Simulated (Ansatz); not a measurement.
AlAsH₄···CH₄O

```xyz
12

Al   -0.6148    1.5478    1.0765
O    -0.8748   -1.2191   -0.4211
C     0.1629   -2.1628   -0.1264
H    -2.1034    2.0843    1.2999
H     0.1881    0.8283    2.2496
H    -0.6494   -0.7680   -1.2571
As    0.4014    1.8242   -1.0998
H     0.2379   -2.9562   -0.9042
H    -0.0935   -2.6452    0.8354
H     1.1627   -1.6836   -0.0117
H     1.8395    1.7886   -0.5426
H     0.3431    3.3614   -1.0985
```

Not at a stationary point (largest force 0.5 eV/Å).

Level of theory: Ansatz, UKS BLYP-D4/def2-SVP.

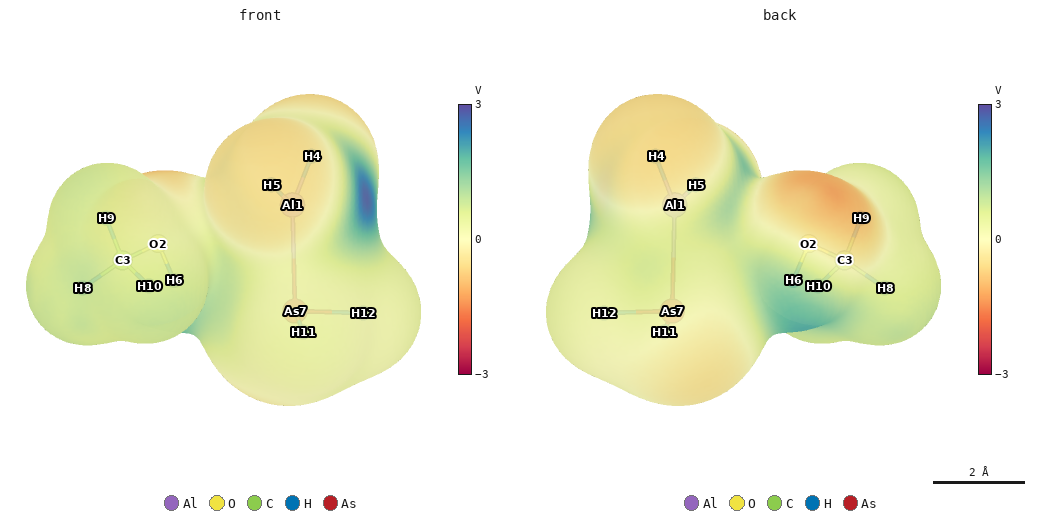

Figure 1. The molecular electrostatic potential painted on the density surface at 0.002 e/bohr³, seen from the front and from behind; red is negative and blue positive.

**Describe the electrostatic potential map.**

The most negative region (about −1.2 V, or −28 kcal/mol for a unit charge) lies over O2, the most positive (about +2.6 V, or +60 kcal/mol for a unit charge) over Al1. O2 is the likeliest acceptor of a hydrogen bond.

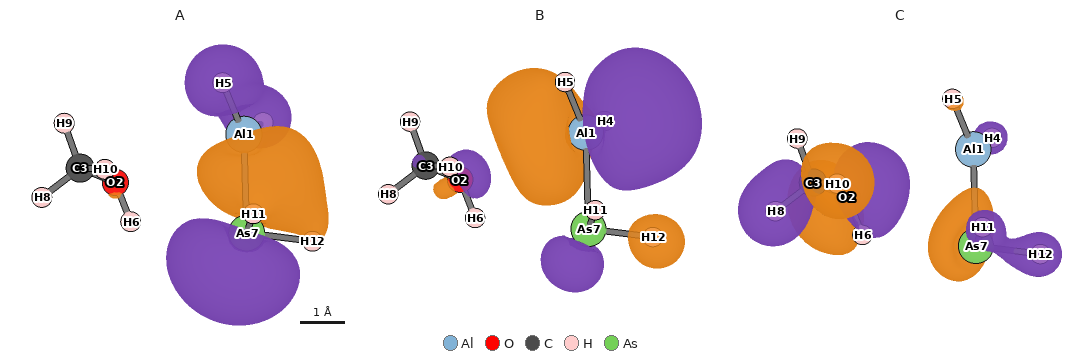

Figure 2. Three frontier orbitals at ±0.08 Å⁻³ᐟ² (orange and purple are the two phases), in no order.

**Order the three orbitals by energy and name them.**

C is the HOMO−1 (−6.40 eV). Its weight (Hirshfeld) is mainly on O2 (about 60 %) and C3 (about 10 %). A is the HOMO (−5.77 eV). By Hirshfeld shares it lies mainly on As7 (about 65 %) and Al1 (about 20 %). B is the LUMO (−1.80 eV). By Hirshfeld shares it lies mainly on Al1 (about 70 %) and As7 (about 10 %).

**What is the HOMO–LUMO gap?**

3.97 eV between the orbital energies.
